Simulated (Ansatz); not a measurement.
**CH₆ClSi radical (built from SMILES C[SiH2]Cl.[H]): a saddle search**

Does the minimum-mode search get back to a saddle from here?

Program: Ansatz 0.2.0, Gaussian basis. Level of theory: revPBE-D4/def2-SVP, unrestricted. These are calculated values, not measurements.

**1. The starting structure**

The start, a known saddle point with all atoms moved at random by about 0.06 Å a coordinate: 9 atoms, charge 0, spin multiplicity 2.

Atoms are counted from 1 here; the program's logs count them from 0.

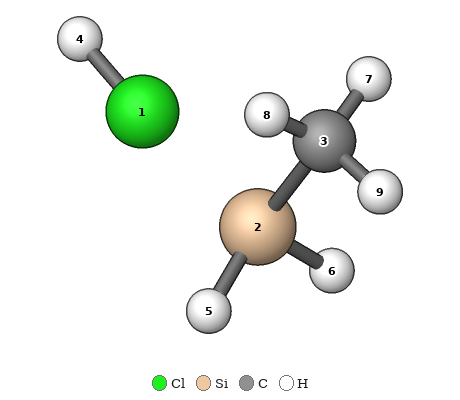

Start geometry, drawn with chlorine green, silicon light orange, carbon grey, hydrogen white; atoms are numbered from 1 in the order of the file.

Coordinates:

```
Cl    1.0924    0.3600    1.9116
Si   -0.2211   -0.8043    0.2559
C    -0.3280    0.4664   -1.2373
H     1.8279    1.1202    2.8277
H     0.3635   -2.0255   -0.2103
H    -1.5738   -1.1429    0.8456
H    -0.8768    1.3898   -0.8795
H     0.6557    0.6320   -1.5775
H    -0.9462   -0.0338   -2.0407
```

**2. The search**

Contents of run/in.yaml:

```yaml
crystal:
  periodic: [false, false, false]
  atoms:
    - {symbol: Cl, position_ang: [1.092379, 0.360001, 1.911631]}
    - {symbol: Si, position_ang: [-0.221064, -0.804303, 0.255900]}
    - {symbol: C, position_ang: [-0.328002, 0.466403, -1.237323]}
    - {symbol: H, position_ang: [1.827857, 1.120241, 2.827706]}
    - {symbol: H, position_ang: [0.363473, -2.025524, -0.210340]}
    - {symbol: H, position_ang: [-1.573846, -1.142893, 0.845590]}
    - {symbol: H, position_ang: [-0.876791, 1.389779, -0.879549]}
    - {symbol: H, position_ang: [0.655681, 0.631995, -1.577473]}
    - {symbol: H, position_ang: [-0.946178, -0.033842, -2.040729]}
basis:
  gaussian: {orbitals: def2-SVP}
magnetization: {spin_polarized: true, initial_magnetization: 1}
hamiltonian: {xc: {name: revPBE}, dispersion: d4}
saddle:
  f_tol: 0.1
  max_steps: 40
  mode_guess:
    - [0.4875, 0.4655, 0.5514]
    - [-0.1644, -0.1724, -0.1677]
    - [-0.0160, -0.0008, -0.0330]
    - [-0.2068, -0.1888, -0.2321]
    - [-0.0096, -0.0708, -0.0537]
    - [-0.0850, -0.0553, -0.0333]
    - [0.0093, 0.0004, 0.0117]
    - [0.0028, -0.0144, -0.0026]
    - [-0.0179, 0.0366, -0.0408]
```

Command:

```
> ansatz run in.yaml --threads 4 --pin off --events-out ev --progress --plain --max-ram 9574MiB
```

The program printed, cut to the lines that bear on the results:

```text
Functional definition: revPBE
  name "revPBE"
  cite "Zhang & Yang, Phys. Rev. Lett. 80, 890 (1998) doi:10.1103/PhysRevLett.80.890"
  cite "Perdew, Burke & Ernzerhof, Phys. Rev. Lett. 77, 3865 (1996) doi:10.1103/PhysRevLett.77.3865"
[...]
897 factors; their error is unknown
[...]
mean field -21521.66702287 eV, -790.9066751805 hartree, gradient 1.7e-5 eV, S^2 0.755384; 0 other end points of the search recorded, 0 dependent functions left out
[...]
reference -21521.66707134 eV, -790.9066769620 hartree; 22, 21 occupied and 58, 59 virtual orbitals, 897 factors
[... from here to the last solve, the lines of the solves are left out (55 solves) ...]
saddle step   1: F+E_penalty+E_count = -21522.12616510 eV  max|allowed force component| = 2.735e0 eV/Å  curvature = -0.4871 eV/Å²  mode residual = 3.10e0 eV/Å²  Δτ_max = 0.0000 Å  (1 rotations, 3 force calls, 61 SCF iters)  cluster: 3 rotations left out, max|force component along them| = [...]
saddle step   6: F+E_penalty+E_count = -21522.35349362 eV  max|allowed force component| = 6.222e-2 eV/Å  curvature = -9.0769 eV/Å²  mode residual = 3.22e0 eV/Å²  Δτ_max = 0.0140 Å  (1 rotations, 12 force calls, 200 SCF iters)  cluster: 3 rotations left out, max|force component along them| [...]
saddle step   7: F+E_penalty+E_count = -21522.35447931 eV  max|allowed force component| = 5.978e-3 eV/Å  curvature = -10.0313 eV/Å² (error put at 0.0161; -10.0471 at half of saddle.amplitude)  mode residual = 2.93e0 eV/Å²  Δτ_max = 0.0447 Å  (1 rotations, 29 force calls, 447 SCF iters)  [...]
Total energy: -21522.35452966 eV, -790.9319405891 hartree
Atom 0 at     1.044553     0.318848     1.887376 Å, force    -0.003485    -0.003513    -0.003576 eV/Å
Atom 1 at    -0.261987    -0.794225     0.221579 Å, force    -0.002081     0.005978    -0.002599 eV/Å
Atom 2 at    -0.368543     0.425817    -1.213755 Å, force     0.001244    -0.001979     0.003144 eV/Å
Atom 3 at     1.903911     1.146875     2.867534 Å, force     0.000608     0.001590     0.001605 eV/Å
Atom 4 at     0.452379    -2.064781    -0.155631 Å, force    -0.000416    -0.001137     0.000909 eV/Å
Atom 5 at    -1.610929    -1.107944     0.813391 Å, force     0.005370     0.001657    -0.001244 eV/Å
Atom 6 at    -0.856904     1.365638    -0.886100 Å, force     0.002443    -0.003454     0.000122 eV/Å
Atom 7 at     0.646763     0.672586    -1.584511 Å, force    -0.004434    -0.000277     0.000849 eV/Å
Atom 8 at    -0.955735    -0.000956    -2.054471 Å, force     0.000750     0.001136     0.000790 eV/Å
Dipole moment:    -0.133012     0.019129    -0.301542 e Å
```

It took 56 s on 4 threads of Arm Neoverse N1, shared host.

Along the way:

```
step  energy from step 1 (eV)  largest force component (eV/Å)
   1                   0.0000                          2.7346
   2                  -0.1616                          0.7480
   3                  -0.1954                          0.3323
   4                  -0.2106                          0.2481
   5                  -0.2243                          0.2822
   6                  -0.2273                          0.0622
   7                  -0.2283                          0.0060
```

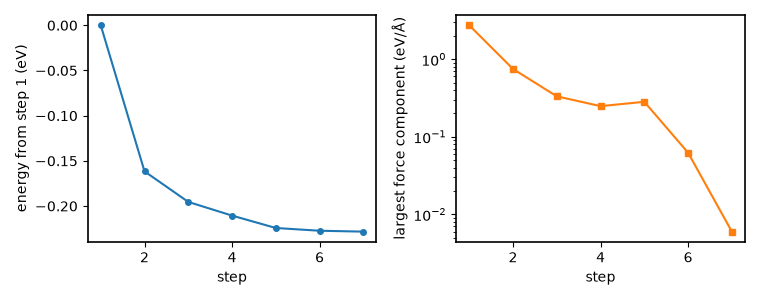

Energy and force, step by step.

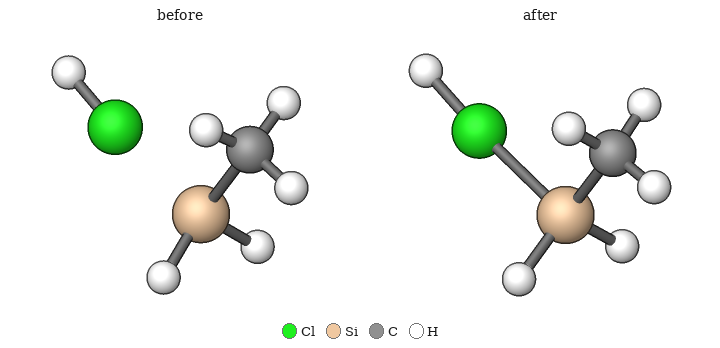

The geometry before (left) and after (right).

Close pairs (by a distance rule), those that changed most:

```csv
bond,before (Å),after (Å),change (Å)
Cl1–H4,1.399,1.544,+0.145
Si2–C3,1.964,1.887,-0.077
Si2–H5,1.432,1.506,+0.074
C3–H8,1.054,1.109,+0.055
C3–H7,1.132,1.109,-0.024
Cl1–Si2,2.413,2.392,-0.021
C3–H9,1.130,1.111,-0.020
Si2–H6,1.514,1.506,-0.008
```

**3. Results**

| quantity | value |
| --- | --- |
| steps | 7 |
| energy change | -22.0 kJ/mol |
| last largest force | 0.0060 eV/Å |
| RMSD from the start | 0.066 Å |
| RMSD from the known saddle | 0.034 Å |

What this shows: It converged in 7 steps at a force tolerance of 0.1 eV/Å. It is back at the known saddle, up to the shift that another level brings.
